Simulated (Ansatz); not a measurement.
# Cl₂H₃NSi + HF: a complex and its separated parts

Aim: how far the complex at one end of a reaction step lies below its separated, relaxed parts, level by level.

Computed with Ansatz 0.2.0, Gaussian basis. Level: PBE0-D4/def2-TZVP structures, single points in def2-TZVPP, no counterpoise correction.

Levels: SPW92, PBE-D4, BLYP-D4, r2SCAN-D4, B97M-V, PBE0-D4, B3LYP-D4, r2SCAN0-D4, BHLYP-D4, CAM-B3LYP-D4, wB97X-V, wB97M-V, B2PLYP, PBE-QIDH, RPA on PBE, Hartree-Fock, MP2, CCSD, CCSD(T).

Correlated methods freeze the cores. B3LYP uses VWN-RPA correlation. B2PLYP carries no dispersion term here.

94 further runs of the same task are left out: 94 set aside as unsound or not needed. Runs told in other sessions of the task aren't counted.

## (1) The system as given

The complex: 9 atoms, charge 0, spin multiplicity 1.

Atoms are counted from 1 here; the program's logs count them from 0.

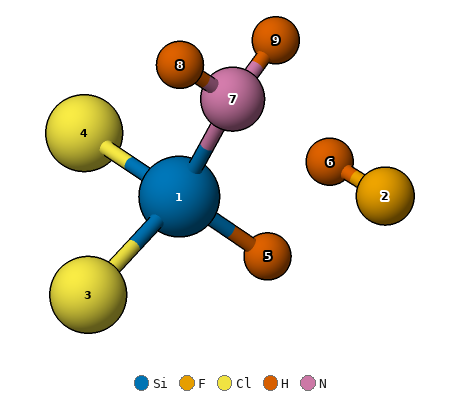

Start geometry, drawn with silicon blue, fluorine amber, chlorine yellow, hydrogen orange, nitrogen pink; atoms are numbered from 1 in the order of the file.

Coordinates:

```tsv
atom	x (Å)	y (Å)	z (Å)
Si1	-0.8768	0.0463	-0.5837
F2	2.5448	0.8642	0.1425
Cl3	-0.2501	-1.1439	-2.1034
Cl4	-2.8293	-0.3879	-0.1607
H5	-0.8020	1.4671	-0.9510
H6	1.7267	0.4339	0.3510
N7	0.1793	-0.2594	0.7476
H8	0.3636	-1.2355	0.9461
H9	-0.0563	0.2152	1.6115
```

Its parts: Cl₂H₃NSi holds atoms 1, 3, 4, 5, 7, 8, 9; HF holds atoms 2, 6. Each part counts its atoms afresh in its own runs.

## (2) Relaxing Cl₂H₃NSi alone

File relax-a/in.yaml:

```yaml
crystal:
  periodic: [false, false, false]
  atoms:
    - {symbol: Si, position_ang: [-0.876849, 0.046262, -0.583668]}
    - {symbol: Cl, position_ang: [-0.250074, -1.143925, -2.103431]}
    - {symbol: Cl, position_ang: [-2.829262, -0.387861, -0.160690]}
    - {symbol: H, position_ang: [-0.801957, 1.467113, -0.951008]}
    - {symbol: N, position_ang: [0.179316, -0.259386, 0.747553]}
    - {symbol: H, position_ang: [0.363619, -1.235459, 0.946136]}
    - {symbol: H, position_ang: [-0.056285, 0.215189, 1.611519]}
basis:
  gaussian: {orbitals: def2-TZVP}
hamiltonian: {xc: pbe0, dispersion: d4}
relax: {f_tol: 0.005, max_steps: 200}
```

Started as:

```
$ ansatz run in.yaml --threads 8 --pin off --events-out ev --progress --plain --max-ram 19148MiB
```

The log of the run, shortened:

```text
Functional definition: PBE0
  name "PBE0"
  cite "Adamo & Barone, J. Chem. Phys. 110, 6158 (1999) doi:10.1063/1.478522"
  cite "Perdew, Burke & Ernzerhof, Phys. Rev. Lett. 77, 3865 (1996) doi:10.1103/PhysRevLett.77.3865"
  parent pbe
[...]
1091 factors; their error is unknown
[...]
mean field -34454.06854760 eV, -1266.1636653178 hartree, gradient 3.7e-5 eV, S^2 0.000000; 0 other end points of the search recorded, 0 dependent functions left out
[...]
reference -34454.06857615 eV, -1266.1636663669 hartree; 29, 29 occupied and 131, 131 virtual orbitals, 1091 factors
[...]
Total energy: -34454.26249101 eV, -1266.1707926068 hartree
Atom 0 at    -0.890050     0.029649    -0.555376 Å, force    -0.000055    -0.000647    -0.000576 eV/Å
Atom 1 at    -0.258902    -1.130618    -2.111227 Å, force    -0.000331     0.000287     0.000525 eV/Å
Atom 2 at    -2.879460    -0.394576    -0.258273 Å, force    -0.000162     0.000039    -0.000350 eV/Å
Atom 3 at    -0.819159     1.458307    -0.903683 Å, force    -0.000138     0.000052     0.000403 eV/Å
Atom 4 at     0.117038    -0.297931     0.763827 Å, force     0.001470     0.000882     0.001268 eV/Å
Atom 5 at     0.382669    -1.244484     0.983881 Å, force    -0.000276    -0.001326    -0.000536 eV/Å
Atom 6 at     0.076372     0.281587     1.587262 Å, force    -0.000508     0.000713    -0.000734 eV/Å
Dipole moment:     0.229529     0.074144     0.425345 e Å
```

Wall time 16 s (8 threads of Intel Xeon Platinum 8375C at 2.90GHz, shared host).

Relaxation path:

```tsv
step	energy from step 1 (eV)	largest force component (eV/Å)
1	0.0000	0.7471
2	-0.0155	0.4330
3	-0.0234	0.1662
4	-0.0286	0.1768
5	-0.0289	0.4078
6	-0.0310	0.0341
7	-0.0311	0.0180
8	-0.0311	0.0139
9	-0.0311	0.0226
10	-0.0311	0.0153
11	-0.0311	0.0015
```

Distances of close pairs at the start and the end, largest changes first:

```tsv
bond	before (Å)	after (Å)	change (Å)
Si1–N5	1.727	1.692	-0.035
Si1–Cl3	2.044	2.056	+0.011
Si1–Cl2	2.030	2.041	+0.011
N5–H7	1.013	1.008	-0.006
N5–H6	1.013	1.007	-0.006
Si1–H4	1.469	1.472	+0.003
```

## (3) Relaxing HF alone

File relax-b/in.yaml:

```yaml
crystal:
  periodic: [false, false, false]
  atoms:
    - {symbol: F, position_ang: [2.544850, 0.864228, 0.142452]}
    - {symbol: H, position_ang: [1.726741, 0.433939, 0.351038]}
basis:
  gaussian: {orbitals: def2-TZVP}
hamiltonian: {xc: pbe0, dispersion: d4}
relax: {f_tol: 0.005, max_steps: 200}
```

Started as:

```
$ ansatz run in.yaml --threads 8 --pin off --events-out ev --progress --plain --max-ram 19148MiB
```

The log of the run, shortened:

```text
[... 5 set-up lines as earlier in the session ...]
[...]
200 factors; their error is unknown
[...]
mean field -2731.78011405 eV, -100.3910675243 hartree, gradient 6.8e-6 eV, S^2 0.000000; 0 other end points of the search recorded, 0 dependent functions left out
[...]
reference -2731.80170840 eV, -100.3918611022 hartree; 5, 5 occupied and 32, 32 virtual orbitals, 200 factors
Total energy: -2731.80322170 eV, -100.3919167147 hartree
Atom 0 at     2.532956     0.857972     0.145485 Å, force    -0.000005    -0.000002     0.000001 eV/Å
Atom 1 at     1.738635     0.440195     0.348005 Å, force     0.000005     0.000002    -0.000001 eV/Å
Dipole moment:    -0.346049    -0.182006     0.088229 e Å
```

Run time: 0.8 s. Hardware: 8 threads of Intel Xeon Platinum 8375C at 2.90GHz, shared host.

Relaxation path:

```tsv
step	energy from step 1 (eV)	largest force component (eV/Å)
1	0.0000	1.3082
2	-0.0205	0.3088
3	-0.0216	0.0233
4	-0.0216	0.0050
5	-0.0216	0.0000
```

The bond:

```tsv
bond	before (Å)	after (Å)	change (Å)
F1–H2	0.948	0.920	-0.028
```

## (4) SPW92/def2-TZVPP

File parta/in.yaml:

```yaml
crystal:
  periodic: [false, false, false]
  atoms:
    - {symbol: Si, position_ang: [-0.890050, 0.029649, -0.555376]}
    - {symbol: Cl, position_ang: [-0.258902, -1.130618, -2.111227]}
    - {symbol: Cl, position_ang: [-2.879460, -0.394576, -0.258273]}
    - {symbol: H, position_ang: [-0.819159, 1.458307, -0.903683]}
    - {symbol: N, position_ang: [0.117038, -0.297931, 0.763827]}
    - {symbol: H, position_ang: [0.382669, -1.244484, 0.983881]}
    - {symbol: H, position_ang: [0.076372, 0.281587, 1.587262]}
basis:
  gaussian: {orbitals: def2-TZVPP}
hamiltonian: {xc: lda}
```

File partb/in.yaml:

```yaml
crystal:
  periodic: [false, false, false]
  atoms:
    - {symbol: F, position_ang: [2.532956, 0.857972, 0.145485]}
    - {symbol: H, position_ang: [1.738635, 0.440195, 0.348005]}
basis:
  gaussian: {orbitals: def2-TZVPP}
hamiltonian: {xc: lda}
```

Each run has its own folder and the same command.

Started as:

```
$ ansatz run in.yaml --threads 8 --pin off --events-out ev --progress --plain --max-ram 19148MiB
```

Output in parta, shortened:

```text
Functional definition: SPW92
  name "SPW92"
  cite "Dirac, Proc. Camb. Phil. Soc. 26, 376 (1930) doi:10.1017/S0305004100016108"
  cite "Slater, Phys. Rev. 81, 385 (1951) doi:10.1103/PhysRev.81.385"
  cite "Perdew & Wang, Phys. Rev. B 45, 13244 (1992) doi:10.1103/PhysRevB.45.13244"
[...]
1208 factors; their error is unknown
[...]
mean field -34342.43281250 eV, -1262.0611277223 hartree, gradient 7.6e-5 eV, S^2 0.000000; 0 other end points of the search recorded, 0 dependent functions left out
reference -34342.43284841 eV, -1262.0611290420 hartree; 29, 29 occupied and 170, 170 virtual orbitals, 1208 factors
Total energy: -34342.43284841 eV, -1262.0611290420 hartree
```

partb printed, shortened:

```text
[... 5 set-up lines as earlier in the session ...]
[...]
215 factors; their error is unknown
[...]
mean field -2716.76651725 eV, -99.8393280184 hartree, gradient 3.5e-5 eV, S^2 0.000000; 0 other end points of the search recorded, 0 dependent functions left out
reference -2716.76652833 eV, -99.8393284256 hartree; 5, 5 occupied and 40, 40 virtual orbitals, 215 factors
Total energy: -2716.76652833 eV, -99.8393284256 hartree
```

Times: 0.65 s (parta), 0.15 s (partb) on 8 threads of Intel Xeon Platinum 8375C at 2.90GHz, shared host.

## (5) PBE-D4/def2-TZVPP

The same edit goes into each in.yaml of step 4 (parta, partb):

```diff
-hamiltonian: {xc: lda}
+hamiltonian: {xc: pbe, dispersion: d4}
```

The same command starts each run, in its folder.

Started as:

```
$ ansatz run in.yaml --threads 8 --pin off --events-out ev --progress --plain --max-ram 19148MiB
```

parta printed, shortened:

```text
Functional definition: PBE
  name "PBE"
[... 2 set-up lines as earlier in the session ...]
[...]
1208 factors; their error is unknown
[...]
mean field -34451.19816962 eV, -1266.0581808726 hartree, gradient 6.6e-5 eV, S^2 0.000000; 0 other end points of the search recorded, 0 dependent functions left out
reference -34451.19820782 eV, -1266.0581822767 hartree; 29, 29 occupied and 170, 170 virtual orbitals, 1208 factors
Total energy: -34451.39018795 eV, -1266.0652374160 hartree
```

Output in partb, shortened:

```text
[... 4 set-up lines as earlier in the session ...]
[...]
215 factors; their error is unknown
[...]
mean field -2731.84359199 eV, -100.3934002954 hartree, gradient 4.8e-5 eV, S^2 0.000000; 0 other end points of the search recorded, 0 dependent functions left out
reference -2731.84360409 eV, -100.3934007403 hartree; 5, 5 occupied and 40, 40 virtual orbitals, 215 factors
Total energy: -2731.84549798 eV, -100.3934703394 hartree
```

Wall times: 0.75 s (parta), 0.15 s (partb) on 8 threads of Intel Xeon Platinum 8375C at 2.90GHz, shared host.

## (6) BLYP-D4/def2-TZVPP

The same edit goes into each in.yaml of step 5 (parta, partb):

```diff
-hamiltonian: {xc: pbe, dispersion: d4}
+hamiltonian: {xc: {name: BLYP}, dispersion: d4}
```

The same command starts each run, in its folder.

Started as:

```
$ ansatz run in.yaml --threads 8 --pin off --events-out ev --progress --plain --max-ram 19148MiB
```

Log of parta, shortened:

```text
Functional definition: BLYP
  name "BLYP"
  cite "Becke, Phys. Rev. A 38, 3098 (1988) doi:10.1103/PhysRevA.38.3098"
  cite "Lee, Yang & Parr, Phys. Rev. B 37, 785 (1988) doi:10.1103/PhysRevB.37.785"
[...]
1208 factors; their error is unknown
[...]
mean field -34466.51224864 eV, -1266.6209628963 hartree, gradient 6.4e-5 eV, S^2 0.000000; 0 other end points of the search recorded, 0 dependent functions left out
reference -34466.51259616 eV, -1266.6209756675 hartree; 29, 29 occupied and 170, 170 virtual orbitals, 1208 factors
Total energy: -34466.93294419 eV, -1266.6364231727 hartree
```

Log of partb, shortened:

```text
[... 4 set-up lines as earlier in the session ...]
[...]
215 factors; their error is unknown
[...]
mean field -2734.23794086 eV, -100.4813909937 hartree, gradient 3.9e-5 eV, S^2 0.000000; 0 other end points of the search recorded, 0 dependent functions left out
reference -2734.23806447 eV, -100.4813955361 hartree; 5, 5 occupied and 40, 40 virtual orbitals, 215 factors
Total energy: -2734.24264647 eV, -100.4815639216 hartree
```

Wall times: 0.85 s (parta), 0.15 s (partb) on 8 threads of Intel Xeon Platinum 8375C at 2.90GHz, shared host.

## (7) r2SCAN-D4/def2-TZVPP

Each input of step 6 (parta, partb) changes in the same lines:

```diff
-hamiltonian: {xc: {name: BLYP}, dispersion: d4}
+hamiltonian: {xc: r2scan, dispersion: d4}
```

Each run has its own folder and the same command.

Started as:

```
$ ansatz run in.yaml --threads 8 --pin off --events-out ev --progress --plain --max-ram 19148MiB
```

parta printed, shortened:

```text
Functional definition: r2SCAN
  name "r2SCAN"
  cite "Furness, Kaplan, Ning, Perdew & Sun, J. Phys. Chem. Lett. 11, 8208 (2020) doi:10.1021/acs.jpclett.0c02405"
  cite "Furness, Kaplan, Ning, Perdew & Sun, J. Phys. Chem. Lett. 11, 9248 (2020) doi:10.1021/acs.jpclett.0c03077"
  parent r2scan
[...]
1208 factors; their error is unknown
[...]
mean field -34464.29966182 eV, -1266.5396518306 hartree, gradient 4.9e-5 eV, S^2 0.000000; 0 other end points of the search recorded, 0 dependent functions left out
reference -34464.29967185 eV, -1266.5396521991 hartree; 29, 29 occupied and 170, 170 virtual orbitals, 1208 factors
Total energy: -34464.34323413 eV, -1266.5412530836 hartree
```

partb printed, shortened:

```text
[... 5 set-up lines as earlier in the session ...]
[...]
215 factors; their error is unknown
[...]
mean field -2733.29261888 eV, -100.4466510517 hartree, gradient 6.5e-6 eV, S^2 0.000000; 0 other end points of the search recorded, 0 dependent functions left out
reference -2733.29262206 eV, -100.4466511685 hartree; 5, 5 occupied and 40, 40 virtual orbitals, 215 factors
Total energy: -2733.29307960 eV, -100.4466679827 hartree
```

They took 1.4 s (parta), 0.35 s (partb) on 8 threads of Intel Xeon Platinum 8375C at 2.90GHz, shared host.

## (8) B97M-V/def2-TZVPP

The same edit goes into each in.yaml of step 7 (parta, partb):

```diff
-hamiltonian: {xc: r2scan, dispersion: d4}
+hamiltonian: {xc: {name: B97M-V}}
```

The same command starts each run, in its folder.

Started as:

```
$ ansatz run in.yaml --threads 8 --pin off --events-out ev --progress --plain --max-ram 19148MiB
```

Log of parta, shortened:

```text
Functional definition: B97M-V
  name "B97M-V"
  cite "Mardirossian & Head-Gordon, J. Chem. Phys. 142, 074111 (2015) doi:10.1063/1.4907719"
  cite "Becke, J. Chem. Phys. 107, 8554 (1997) doi:10.1063/1.475007"
  cite "Vydrov & Van Voorhis, J. Chem. Phys. 133, 244103 (2010) doi:10.1063/1.3521275"
  # Of w^i u^j: cxij and so on, Table III.
[...]
  gx(w, u) = cx00 + cx01*u + cx02*u^2 + (cx10 + cx11*u)*w
[...]
  gos(w, u) = cos00 + cos01*u + cos03*u^3 + cos10*w + cos32*w^3*u^2
[...]
      + integral(e_c_pw_mod_opposite_spin*gos(b97_w_opposite, b97_u_opposite)) + vv10(b, c)
1208 factors; their error is unknown
[...]
mean field -34458.72221359 eV, -1266.3346843887 hartree, gradient 5.7e-5 eV, S^2 0.000000; 0 other end points of the search recorded, 0 dependent functions left out
reference -34458.72226546 eV, -1266.3346862950 hartree; 29, 29 occupied and 170, 170 virtual orbitals, 1208 factors
Total energy: -34458.72226546 eV, -1266.3346862950 hartree
```

partb printed, shortened:

```text
[... 5 set-up lines as earlier in the session ...]
  # Of w^i u^j: cxij and so on, Table III.
[...]
  gx(w, u) = cx00 + cx01*u + cx02*u^2 + (cx10 + cx11*u)*w
[...]
  gos(w, u) = cos00 + cos01*u + cos03*u^3 + cos10*w + cos32*w^3*u^2
[...]
      + integral(e_c_pw_mod_opposite_spin*gos(b97_w_opposite, b97_u_opposite)) + vv10(b, c)
215 factors; their error is unknown
[...]
mean field -2733.38837291 eV, -100.4501699471 hartree, gradient 2.3e-5 eV, S^2 0.000000; 0 other end points of the search recorded, 0 dependent functions left out
reference -2733.38839062 eV, -100.4501705981 hartree; 5, 5 occupied and 40, 40 virtual orbitals, 215 factors
Total energy: -2733.38839062 eV, -100.4501705981 hartree
```

They took 2.6 s (parta), 0.25 s (partb) on 8 threads of Intel Xeon Platinum 8375C at 2.90GHz, shared host.

## (9) PBE0-D4/def2-TZVPP

The same edit goes into each in.yaml of step 8 (parta, partb):

```diff
-hamiltonian: {xc: {name: B97M-V}}
+hamiltonian: {xc: pbe0, dispersion: d4}
+output: {orbitals: {seedname: orbitals}}
```

The same command starts each run, in its folder.

Started as:

```
$ ansatz run in.yaml --threads 8 --pin off --events-out ev --progress --plain --max-ram 19148MiB
```

parta printed, shortened:

```text
[... 5 set-up lines as earlier in the session ...]
[...]
1273 factors; their error is unknown
[...]
mean field -34454.15742503 eV, -1266.1669315031 hartree, gradient 2.8e-5 eV, S^2 0.000000; 0 other end points of the search recorded, 0 dependent functions left out
reference -34454.15745398 eV, -1266.1669325671 hartree; 29, 29 occupied and 170, 170 virtual orbitals, 1273 factors
Total energy: -34454.32005692 eV, -1266.1729081149 hartree
```

Output in partb, shortened:

```text
[... 5 set-up lines as earlier in the session ...]
[...]
215 factors; their error is unknown
[...]
mean field -2731.86111788 eV, -100.3940443601 hartree, gradient 4.0e-5 eV, S^2 0.000000; 0 other end points of the search recorded, 0 dependent functions left out
reference -2731.86112659 eV, -100.3940446803 hartree; 5, 5 occupied and 40, 40 virtual orbitals, 215 factors
Total energy: -2731.86263989 eV, -100.3941002928 hartree
```

They took 1.3 s (parta), 0.1 s (partb) on 8 threads of Intel Xeon Platinum 8375C at 2.90GHz, shared host.

## (10) B3LYP-D4/def2-TZVPP

Each input of step 9 (parta, partb) changes in the same lines:

```diff
-hamiltonian: {xc: pbe0, dispersion: d4}
-output: {orbitals: {seedname: orbitals}}
+hamiltonian: {xc: {name: B3LYP}, dispersion: d4}
```

One command serves all of them, each in its own folder.

Started as:

```
$ ansatz run in.yaml --threads 8 --pin off --events-out ev --progress --plain --max-ram 19148MiB
```

parta printed, shortened:

```text
Functional definition: B3LYP
  name "B3LYP"
  cite "Stephens, Devlin, Chabalowski & Frisch, J. Phys. Chem. 98, 11623 (1994) doi:10.1021/j100096a001"
[... 2 set-up lines as earlier in the session ...]
  cite "Vosko, Wilk & Nusair, Can. J. Phys. 58, 1200 (1980) doi:10.1139/p80-159"
[...]
1249 factors; their error is unknown
[...]
mean field -34468.78885440 eV, -1266.7046266148 hartree, gradient 3.3e-5 eV, S^2 0.000000; 0 other end points of the search recorded, 0 dependent functions left out
reference -34468.78911694 eV, -1266.7046362633 hartree; 29, 29 occupied and 170, 170 virtual orbitals, 1249 factors
Total energy: -34469.10390483 eV, -1266.7162045047 hartree
```

Log of partb, shortened:

```text
[... 6 set-up lines as earlier in the session ...]
[...]
215 factors; their error is unknown
[...]
mean field -2734.54626017 eV, -100.4927215191 hartree, gradient 1.9e-5 eV, S^2 0.000000; 0 other end points of the search recorded, 0 dependent functions left out
reference -2734.54635101 eV, -100.4927248574 hartree; 5, 5 occupied and 40, 40 virtual orbitals, 215 factors
Total energy: -2734.54934072 eV, -100.4928347274 hartree
```

Times: 1.2 s (parta), 0.15 s (partb) on 8 threads of Intel Xeon Platinum 8375C at 2.90GHz, shared host.

## (11) r2SCAN0-D4/def2-TZVPP

Each input of step 10 (parta, partb) changes in the same lines:

```diff
-hamiltonian: {xc: {name: B3LYP}, dispersion: d4}
+hamiltonian: {xc: {name: r2SCAN0}, dispersion: d4}
```

Each run has its own folder and the same command.

Started as:

```
$ ansatz run in.yaml --threads 8 --pin off --events-out ev --progress --plain --max-ram 19148MiB
```

Output in parta, shortened:

```text
Functional definition: r2SCAN0
  name "r2SCAN0"
  cite "Bursch, Neugebauer, Ehlert & Grimme, J. Chem. Phys. 156, 134105 (2022) doi:10.1063/5.0086040"
[... 3 set-up lines as earlier in the session ...]
[...]
1273 factors; their error is unknown
[...]
mean field -34463.86094466 eV, -1266.5235292724 hartree, gradient 4.1e-5 eV, S^2 0.000000; 0 other end points of the search recorded, 0 dependent functions left out
reference -34463.86095261 eV, -1266.5235295646 hartree; 29, 29 occupied and 170, 170 virtual orbitals, 1273 factors
Total energy: -34463.91367326 eV, -1266.5254670124 hartree
```

partb printed, shortened:

```text
[... 6 set-up lines as earlier in the session ...]
[...]
215 factors; their error is unknown
[...]
mean field -2732.94545918 eV, -100.4338931678 hartree, gradient 6.6e-5 eV, S^2 0.000000; 0 other end points of the search recorded, 0 dependent functions left out
reference -2732.94546164 eV, -100.4338932583 hartree; 5, 5 occupied and 40, 40 virtual orbitals, 215 factors
Total energy: -2732.94596361 eV, -100.4339117055 hartree
```

Times: 1.8 s (parta), 0.25 s (partb) on 8 threads of Intel Xeon Platinum 8375C at 2.90GHz, shared host.

## (12) BHLYP-D4/def2-TZVPP

The same edit goes into each in.yaml of step 11 (parta, partb):

```diff
-hamiltonian: {xc: {name: r2SCAN0}, dispersion: d4}
+hamiltonian: {xc: {name: BHLYP}, dispersion: d4}
```

One command serves all of them, each in its own folder.

Started as:

```
$ ansatz run in.yaml --threads 8 --pin off --events-out ev --progress --plain --max-ram 19148MiB
```

Output in parta, shortened:

```text
Functional definition: BHLYP
  name "BHLYP"
  cite "Becke, J. Chem. Phys. 98, 1372 (1993) doi:10.1063/1.464304"
[... 2 set-up lines as earlier in the session ...]
[...]
1344 factors; their error is unknown
[...]
mean field -34466.61741380 eV, -1266.6248276447 hartree, gradient 4.3e-5 eV, S^2 0.000000; 0 other end points of the search recorded, 0 dependent functions left out
reference -34466.61759363 eV, -1266.6248342532 hartree; 29, 29 occupied and 170, 170 virtual orbitals, 1344 factors
Total energy: -34466.87497771 eV, -1266.6342929438 hartree
```

Output in partb, shortened:

```text
[... 5 set-up lines as earlier in the session ...]
[...]
234 factors; their error is unknown
[...]
mean field -2733.43313236 eV, -100.4518148266 hartree, gradient 1.2e-5 eV, S^2 0.000000; 0 other end points of the search recorded, 0 dependent functions left out
reference -2733.43319289 eV, -100.4518170513 hartree; 5, 5 occupied and 40, 40 virtual orbitals, 234 factors
Total energy: -2733.43492086 eV, -100.4518805530 hartree
```

They took 1.1 s (parta), 0.15 s (partb) on 8 threads of Intel Xeon Platinum 8375C at 2.90GHz, shared host.

## (13) CAM-B3LYP-D4/def2-TZVPP

Each input of step 12 (parta, partb) changes in the same lines:

```diff
-hamiltonian: {xc: {name: BHLYP}, dispersion: d4}
+hamiltonian: {xc: {name: CAM-B3LYP}, dispersion: d4}
```

Each run has its own folder and the same command.

Started as:

```
$ ansatz run in.yaml --threads 8 --pin off --events-out ev --progress --plain --max-ram 19148MiB
```

Log of parta, shortened:

```text
Functional definition: CAM-B3LYP
  name "CAM-B3LYP"
  cite "Yanai, Tew & Handy, Chem. Phys. Lett. 393, 51 (2004) doi:10.1016/j.cplett.2004.06.011"
  cite "Iikura, Tsuneda, Yanai & Hirao, J. Chem. Phys. 115, 3540 (2001) doi:10.1063/1.1383587"
[... 2 set-up lines as earlier in the session ...]
[...]
1249 factors; their error is unknown
255 factors; integrals over basis functions are off by at most 1.2e-5 eV
[...]
mean field -34467.72841994 eV, -1266.6656563675 hartree, gradient 8.1e-5 eV, S^2 0.000000; 0 other end points of the search recorded, 0 dependent functions left out
reference -34467.72854801 eV, -1266.6656610739 hartree; 29, 29 occupied and 170, 170 virtual orbitals, 1249 factors
Total energy: -34467.89560553 eV, -1266.6718003245 hartree
```

Output in partb, shortened:

```text
[... 6 set-up lines as earlier in the session ...]
[...]
  # Exact exchange under (alpha + beta erf(omega r))/r, Becke's under what is left of 1/r.
[...]
215 factors; their error is unknown
48 factors; integrals over basis functions are off by at most 4.9e-5 eV
[...]
mean field -2733.85902812 eV, -100.4674662072 hartree, gradient 6.2e-5 eV, S^2 0.000000; 0 other end points of the search recorded, 0 dependent functions left out
reference -2733.85907225 eV, -100.4674678291 hartree; 5, 5 occupied and 40, 40 virtual orbitals, 215 factors
Total energy: -2733.86051258 eV, -100.4675207600 hartree
```

Times: 1.5 s (parta), 0.2 s (partb) on 8 threads of Intel Xeon Platinum 8375C at 2.90GHz, shared host.

(Part 1 of 2 ends here.)
